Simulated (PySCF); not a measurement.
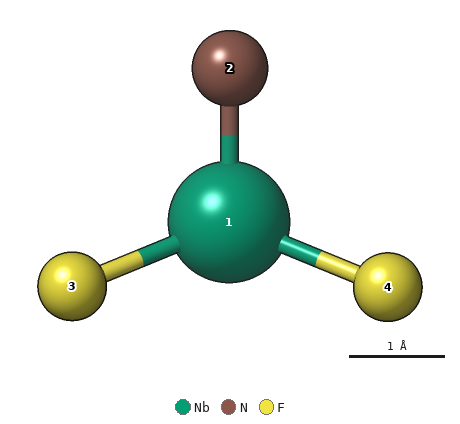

The structure (ball-and-stick view, seen on its broad side; atoms are numbered from 1 in the order of the input). Sticks mark near contacts.

Single-point calculation, with input and output: NbNF₂

The run: single-point calculation of NbNF₂. Method and program: RKS-based PBE0, Nb def2-TZVP with ECP28, N def2-TZVP, F def2-TZVP; non-relativistic Hamiltonian with a scalar-relativistic core potential; density fitting (PySCF 2.14.0).

Output:
```
init E= -305.056931370766
  HOMO = -0.673785189584452  LUMO = -0.582923273626022  gap/eV = 2.47248
cycle= 1 E= -310.275093946656  delta_E= -5.22  |g|= 2.35  |ddm|= 4.93
  HOMO = -0.224935964735103  LUMO = -0.00661157617734176  gap/eV = 5.94091
cycle= 2 E= -308.6974658368  delta_E= 1.58  |g|=  3.3  |ddm|= 3.13
  HOMO = -0.159344891914263  LUMO = -0.0887011071020325  gap/eV = 1.92232
cycle= 3 E= -311.153191642528  delta_E= -2.46  |g|= 0.941  |ddm|= 2.24
  HOMO = -0.359356983633089  LUMO = -0.160719216232415  gap/eV = 5.40521
cycle= 4 E= -311.284628138293  delta_E= -0.131  |g|= 0.572  |ddm|= 0.881
  HOMO = -0.303956814479015  LUMO = -0.135144164758046  gap/eV = 4.59363
cycle= 5 E= -311.345073316701  delta_E= -0.0604  |g|= 0.245  |ddm|= 0.346
  HOMO = -0.303855521022516  LUMO = -0.136787241174819  gap/eV = 4.54616
cycle= 6 E= -311.353747283453  delta_E= -0.00867  |g|= 0.0481  |ddm|= 0.0987
  HOMO = -0.301229796287102  LUMO = -0.13578156655856  gap/eV = 4.50208
cycle= 7 E= -311.354166353158  delta_E= -0.000419  |g|= 0.018  |ddm|= 0.0204
  HOMO = -0.301111091475589  LUMO = -0.136179337054962  gap/eV = 4.48802
cycle= 8 E= -311.354233703003  delta_E= -6.73e-05  |g|= 0.00358  |ddm|= 0.0107
  HOMO = -0.300861546413483  LUMO = -0.136030453954717  gap/eV = 4.48528
cycle= 9 E= -311.354237392676  delta_E= -3.69e-06  |g|= 0.000529  |ddm|= 0.00337
  HOMO = -0.300838060929586  LUMO = -0.136056004088605  gap/eV = 4.48395
cycle= 10 E= -311.354237636107  delta_E= -2.43e-07  |g|= 0.000223  |ddm|= 0.00131
  HOMO = -0.300840315024181  LUMO = -0.136053578855371  gap/eV = 4.48408
cycle= 11 E= -311.354237669072  delta_E= -3.3e-08  |g|= 6.99e-05  |ddm|= 0.000484
  HOMO = -0.300839105257227  LUMO = -0.136053051930318  gap/eV = 4.48406
cycle= 12 E= -311.354237672695  delta_E= -3.62e-09  |g|= 1.63e-05  |ddm|= 0.000205
  HOMO = -0.300837378682168  LUMO = -0.136053299720366  gap/eV = 4.48400
```

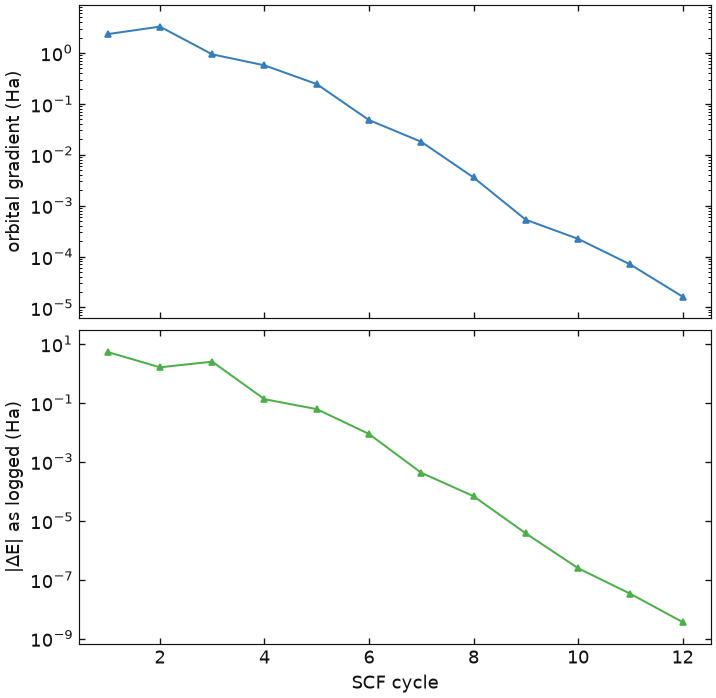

Convergence of the self-consistent field: orbital gradient and size of the energy change against the SCF cycle. The residual falls almost steadily, with no more than small rises.

```
Extra cycle  E= -311.354237672414  delta_E= 2.81e-10  |g|= 4.21e-05  |ddm|= 2.84e-05
converged SCF energy = -311.354237672414
```

This output came from the following input.

Input file:
```python
from pyscf import gto, scf, dft
mol = gto.M(atom='''
Nb     0.187920    -0.008880    -0.000000
N     -0.000000    -1.644410     0.000000
F     -0.459480     0.627730     1.661510
F     -0.459480     0.627730    -1.661510''',
    basis={'Nb': 'def2-TZVP', 'N': 'def2-TZVP', 'F': 'def2-TZVP'},
    ecp={'Nb': 'def2-TZVP'},
    charge=0, spin=0)
mf = dft.RKS(mol, xc='PBE0')
mf.grids.atom_grid = (50, 194)
aux = {'Nb': 'def2-universal-JKFIT', 'N': 'def2-universal-JKFIT', 'F': 'def2-universal-JKFIT'}
mf = mf.density_fit(auxbasis=aux)
mf.conv_tol = 1e-08
mf.diis_space = 10
mf.max_cycle = 60
mf.init_guess = 'minao'
mf.verbose = 4
mf.kernel()
```

The script is an equivalent of the set-up of the self-consistent field. The run itself was carried out by a driver, which started from the orbitals of the step before it where there was one and computed the further properties.

Launched with:
```bash
OMP_NUM_THREADS=4 python axn.py task.json out
```

Summary:

- outcome: converged
- SCF energy: −311.354238 hartree
- hardware: 4 threads of Intel Xeon @ 2.50GHz (Skylake/Cascade Lake), 32 GiB of memory available, shared host
- wall time: 7.5 s (CPU time 25 s)
- peak memory: 0.43 GiB

Notes:

The run takes a singlet; with an open-shell metal another spin state may lie lower.
